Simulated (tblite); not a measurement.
Polarizability calculation, with input and output: GeH2ClO

GeH2ClO, multiplicity 2, SMILES [O][GeH2][Cl], computed with GFN1-xTB, U-SCC (tblite 0.8.0).

The geometry comes from this level: PBE0-D4/def2-TZVP.

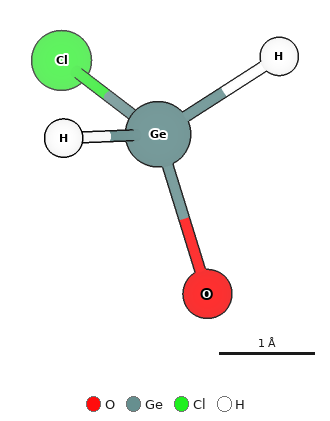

*The input geometry (ball-and-stick view, seen at a tilt). Sticks mark near contacts.*

Bond lengths as drawn: Cl–Ge 2.14 Å, Ge–H 1.53 Å and Ge–O 1.78 Å.

**Input file (run.py)**
```python
import json
import numpy as np
from tblite.interface import Calculator
from tblite.library import ffi
from tblite.interface import symbols_to_numbers

symbols = list(map(str, np.loadtxt("start.xyz", skiprows=2, usecols=0, dtype=str, ndmin=1)))
numbers = np.array(symbols_to_numbers(symbols))
positions = np.loadtxt("start.xyz", skiprows=2, usecols=(1, 2, 3), ndmin=2) / 0.529177210903

def dipole(field):
    calculator = Calculator("GFN1-xTB", numbers, positions, charge=0, uhf=1)
    calculator.set("verbosity", 0)
    calculator.set("accuracy", 0.01)
    calculator.add("spin-polarization", 1.0)
    calculator.add("electric-field", ffi.new("double[3]", list(field)))
    return calculator.singlepoint()

F = 0.001  # field step, atomic units
wfn = dipole([0.0, 0.0, 0.0])
alpha = np.array([(dipole(F * v).get('dipole') - dipole(-F * v).get('dipole')) / (2 * F) for v in np.eye(3)])
print(f"E = {wfn.get('energy'):.8f} Eh")
print("polarizability tensor (bohr^3)")
for row in alpha:
    print("".join(f"{v:12.4f}" for v in row))
w = np.linalg.eigvalsh((alpha + alpha.T) / 2)
print("principal values", np.round(w, 3), " isotropic %.3f" % w.mean())
out = {k: np.asarray(wfn.get(k)).tolist() for k in ("energy", "gradient", "charges", "dipole", "orbital-energies", "orbital-occupations")}
out.update(symbols=symbols, positions=(positions * 0.529177210903).tolist(), alpha=alpha.tolist())
json.dump(out, open("results.json", "w"))
```

**File start.xyz**
```
5

O     -0.272400    -0.591800     1.625500
Ge     0.123700    -0.081200    -0.034500
Cl    -1.347100     1.290100    -0.778900
H      0.081000    -1.343800    -0.899000
H      1.464600     0.653000     0.045400
```

Run on 1 thread of Intel Xeon @ 2.70GHz, 189 GiB of memory available, shared host.

Launch command:
```bash
python run.py
```

**What the program printed**
```
E = -11.64522607 Eh
polarizability tensor (bohr^3)
     90.4262     -3.2817      2.7294
     -3.2561     89.8945     -0.1516
      2.7346     -0.1308     83.8848
principal values [82.734 87.569 93.902]  isotropic 88.069
```

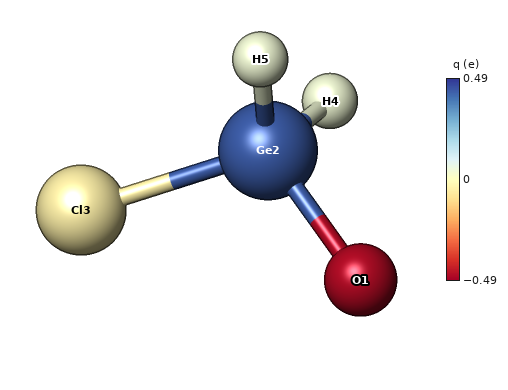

*Mulliken charges, as the colour of each atom (ball-and-stick view, seen at a tilt; atoms are numbered from 1 in the order of the input).*

By element: O −0.46, Ge +0.43, Cl −0.04 and H +0.04 e.

**Key numbers**

| quantity | value |
| --- | --- |
| outcome | converged |
| total energy | −11.645226 hartree |
| basis functions | 26 |
| largest force | 1.940 eV/Å |
| dipole moment | 4.98 D |
| peak memory | 0.067 GiB |
